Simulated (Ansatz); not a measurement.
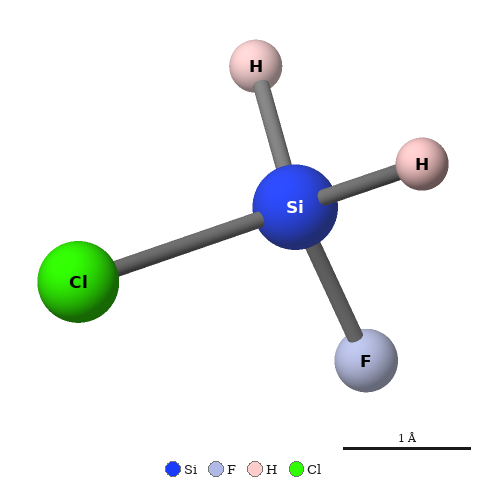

A ball-and-stick model of a molecule.

Description:

It has 5 atoms: 1 chlorine, 1 fluorine, 2 hydrogen and 1 silicon (ClFH2Si). This geometry has Cs symmetry. Coordination: 1 Si tetrahedral.

More results for the same structure follow; atom numbers are the same in all pictures, views and colours differ. The geometry was computed by an optimisation with PBE0-D4/def2-TZVP.

### Geometry

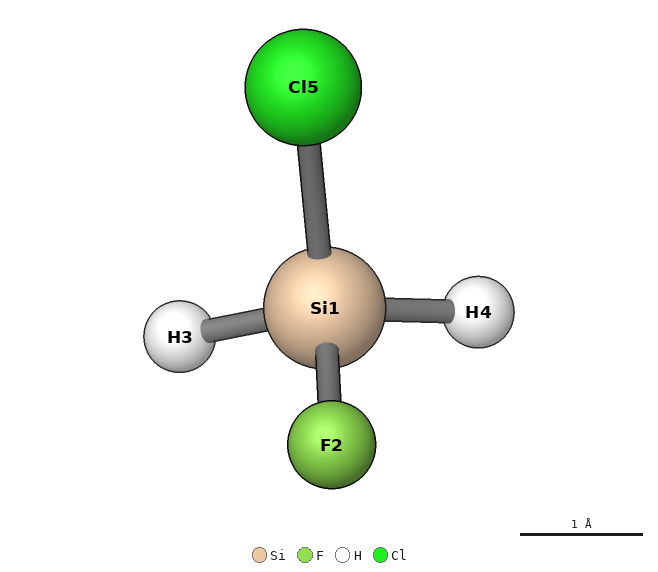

Atoms carry their numbers in the input.

What are the angles F2–Si1–H3, F2–Si1–Cl5, H3–Si1–H4, H3–Si1–Cl5?

| angle | degrees |
| --- | --- |
| F2–Si1–H3 | 108.3 |
| F2–Si1–Cl5 | 108.8 |
| H3–Si1–H4 | 113.6 |
| H3–Si1–Cl5 | 108.8 |

### Vibrations

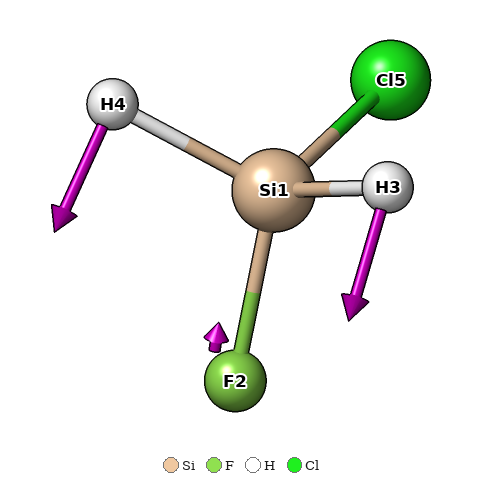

The arrows show one normal mode. Harmonic vibrations computed with RKS PBE0-D4/def2-TZVP (Ansatz 0.2.0) at a stationary point of the same level.

Question: Estimate its harmonic wavenumber.

Answer: 884 cm⁻¹; it is mode 5 of 9 counted from the lowest.

### Dipole moment

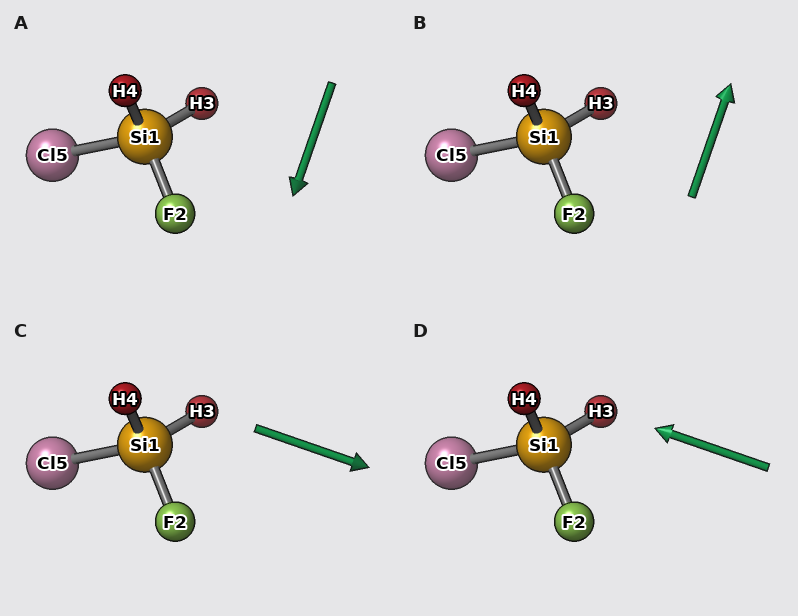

The same molecule four times, each with an arrow. Properties computed with RKS PBE0-D4/def2-TZVP (Ansatz 0.2.0).

Question: Which arrow points along the dipole moment, from the negative to the positive end?

Answer: B. The dipole moment is 1.32 D; it points from the side of F2, Cl5 to the side of H3, H4 (the outermost atoms at the two ends).

### Charges

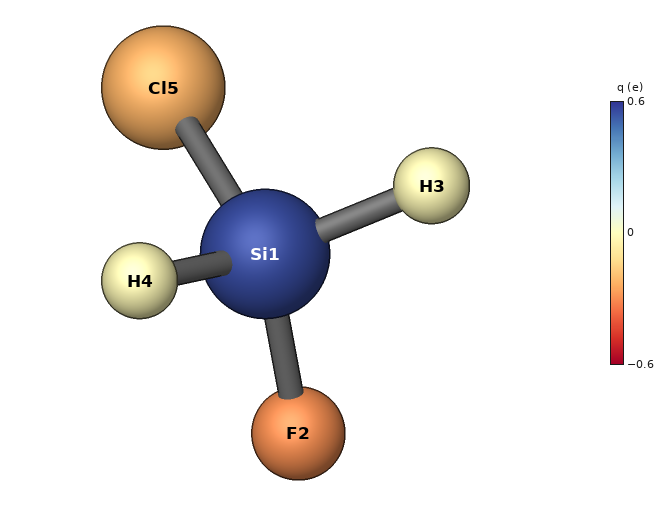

Atoms are coloured by their Mulliken charges. Properties computed with RKS PBE0-D4/def2-TZVP (Ansatz 0.2.0).

Question: Which atom carries the highest charge (most positive or least negative)?

Answer: Si1 (0.55 e).

Question: And the lowest?

Answer: F2 (−0.29 e).

List the Mulliken charges.

```
atom  value (e)
 Si1       0.55
  F2      −0.29
  H3      −0.02
  H4      −0.02
 Cl5      −0.22
```

Mulliken values depend strongly on the basis set and can even reverse the polarity of a bond.
